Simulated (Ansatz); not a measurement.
## Electronic structure of GeH$_{4}$NS (SMILES [NH3+][Ge]#[SH]) (charge +1) in real space

The calculation's input:

```
crystal:
  periodic: [false, false, false]
  atoms:
    - {symbol: Ge, position_ang: [2.495602, 1.652461, 0.270890]}
    - {symbol: "N", position_ang: [1.768528, 0.225822, 1.695446]}
    - {symbol: S, position_ang: [1.437419, 3.214888, 1.386959]}
    - {symbol: H, position_ang: [1.210627, -0.499606, 1.229691]}
    - {symbol: H, position_ang: [2.548792, -0.265265, 2.147564]}
    - {symbol: H, position_ang: [1.185882, 0.616742, 2.444908]}
    - {symbol: H, position_ang: [1.822836, 4.222004, 0.565706]}
basis:
  gaussian: {orbitals: def2-TZVPD}
total_charge: 1
hamiltonian: {xc: {name: PBE0}}
output: {forces: true, orbitals: {seedname: orbitals}}
```

Command:

```sh
ansatz run input.yaml --threads 1 --pin off --max-ram 2610MiB --events-out events.jsonl --progress --plain --runs-dir runs
```

Geometry: PBE0-D3(BJ)/def2-SVP.

Level of theory: isolated molecule in a Gaussian basis; Kohn-Sham density functional theory, functional PBE0 (Ansatz).

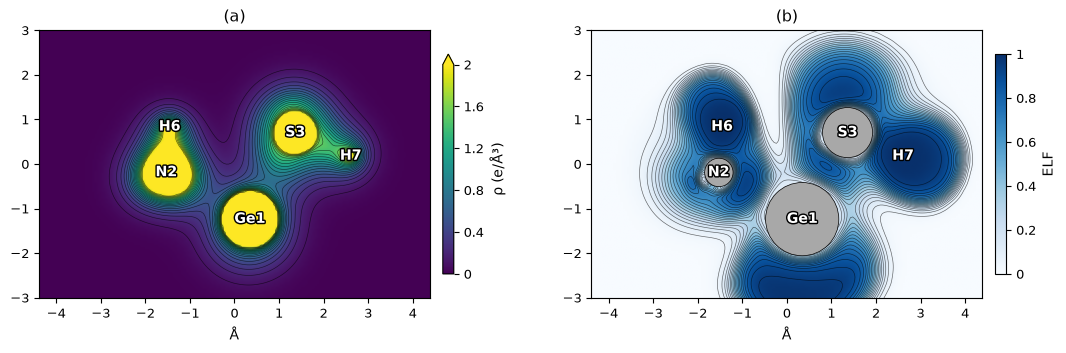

Figure 1. (a) electron density; (b) electron localisation function on the plane of atoms Ge1, S3 and H7. Grey discs cover the atomic cores in the ELF map.

> Read the bonding off the picture.

Atoms in the plane: Ge, N, S and H.
Ge–N (2.14 Å): ρ at the midpoint is about 0.54 e/Å³; the ELF peaks at about 0.95 in the valence shell of N, 0.7 Å from its nucleus, and is about 0.50 at the midpoint.
Ge–S (2.19 Å): ρ at the midpoint is about 0.78 e/Å³; the ELF peaks at about 0.85 in the valence shell of S, 0.9 Å from its nucleus, and is about 0.75 at the midpoint.
N–H (1.03 Å): ρ is about 2.9 e/Å³ halfway; the ELF climbs to about 1 towards the hydrogen, as it does in any bond to H (an ordinary covalent bond to hydrogen).
S–H (1.36 Å): the density is about 1.5 e/Å³ at the midpoint; the ELF climbs to about 1 towards the hydrogen.
The ELF also peaks beside S3, away from the bonds: lone-pair regions.

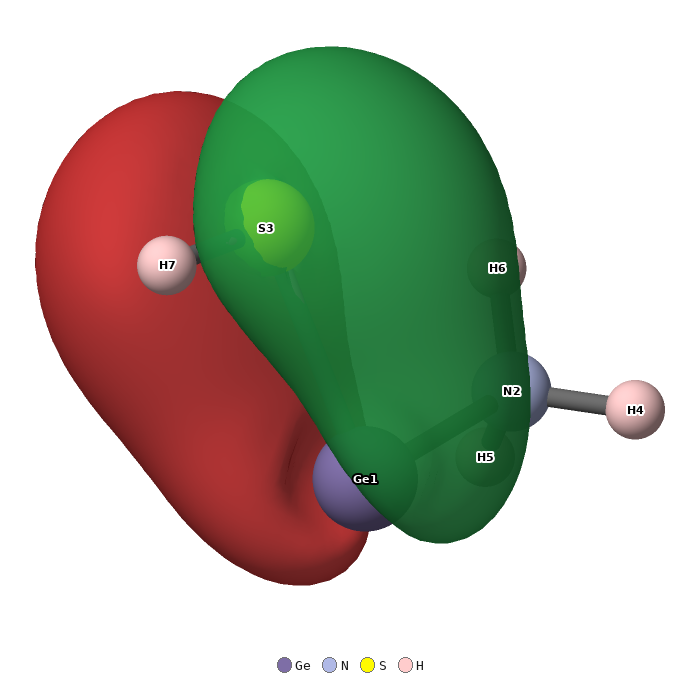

Figure 2. The HOMO−1 at ±0.08 Å⁻³ᐟ² (green and red are the two phases), seen at an oblique angle.

> Describe this orbital and give its energy.

It lies mainly on S3 (about 75 %) and Ge1 (about 20 %). Its energy is −13.06 eV.

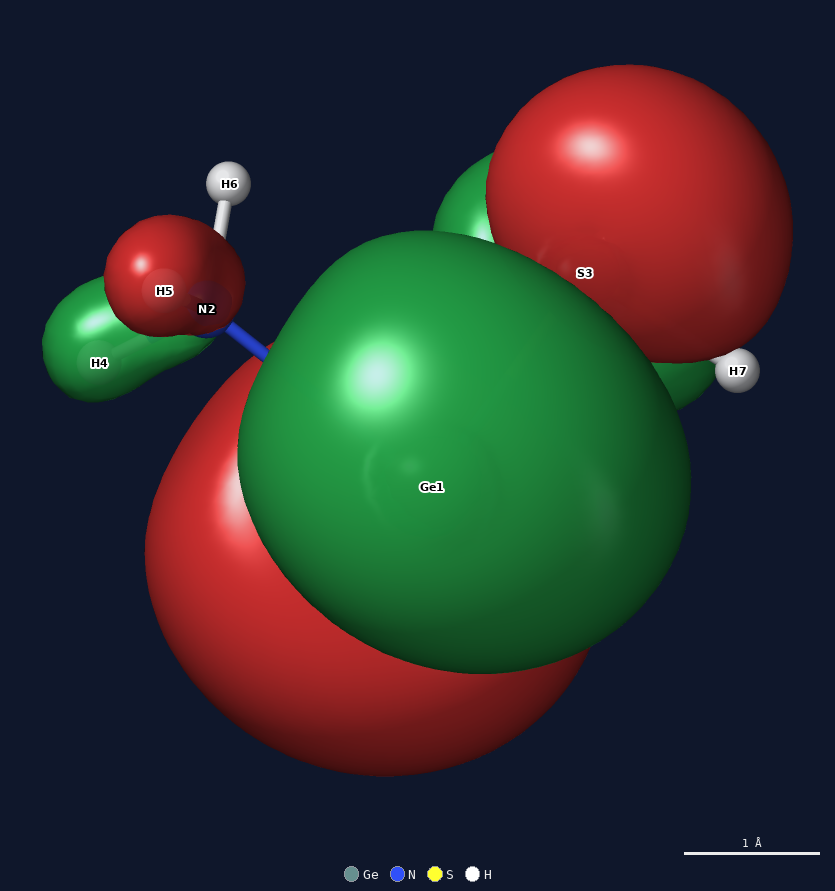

Figure 3. The LUMO at ±0.06 Å⁻³ᐟ² (green and red are the two phases), seen at a tilt.

> Where does this orbital lie, and at what energy?

Its weight (Hirshfeld) is mainly on Ge1 (about 75 %) and S3 (about 20 %). Its energy is −7.60 eV.
